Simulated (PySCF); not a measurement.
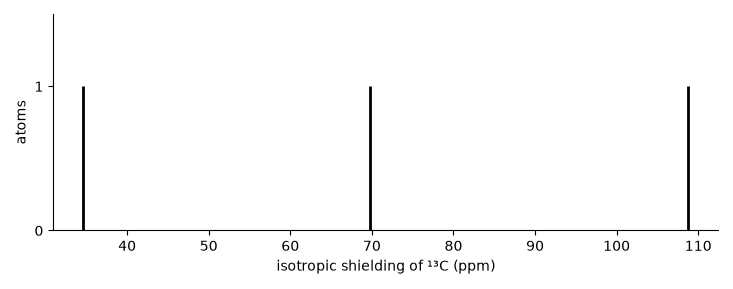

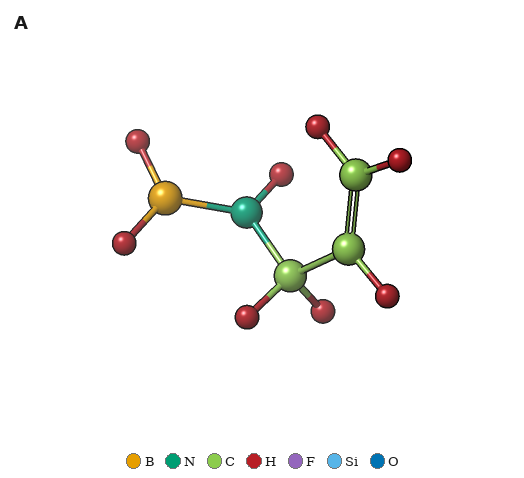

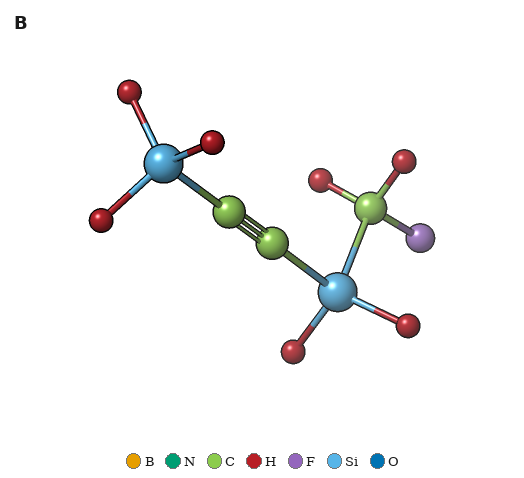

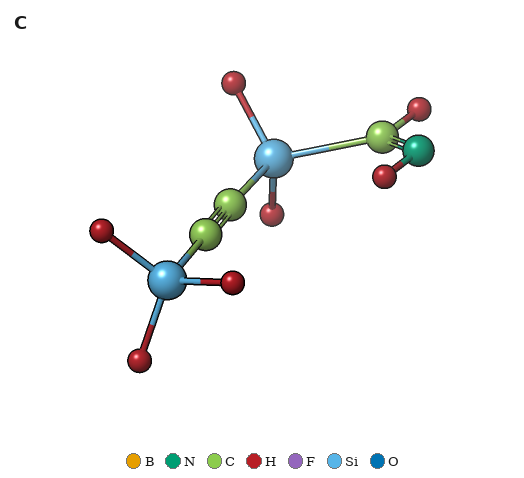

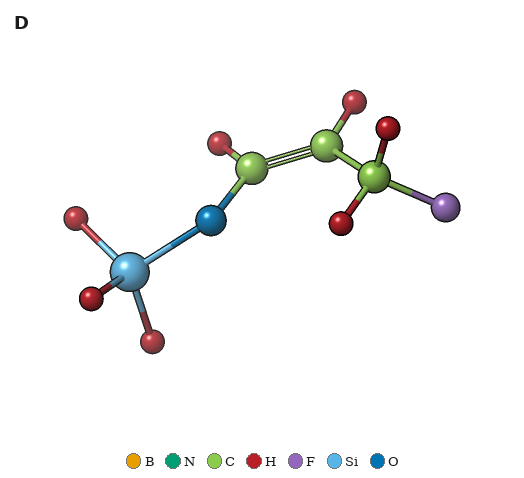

The sticks are computed shieldings of one of the molecules, for one fixed geometry (PBE0-D3(BJ)/def2-SVP) without averaging over rotations. Low shielding means a high chemical shift. Method: GIAO PBE0/pcSseg-1 NMR shielding, non-relativistic, gas phase (PySCF 2.14.0).

**Which molecule gives this pattern?**

D, `FC/C=C\O[SiH3]`. Its 3 C atoms give lines at 34.6, 69.7, 108.8 ppm.

The geometry is semi-empirical. Around Si such bond lengths and angles can be off by a tenth of an ångström or more and by several degrees, and values that hang on the shape move with them.
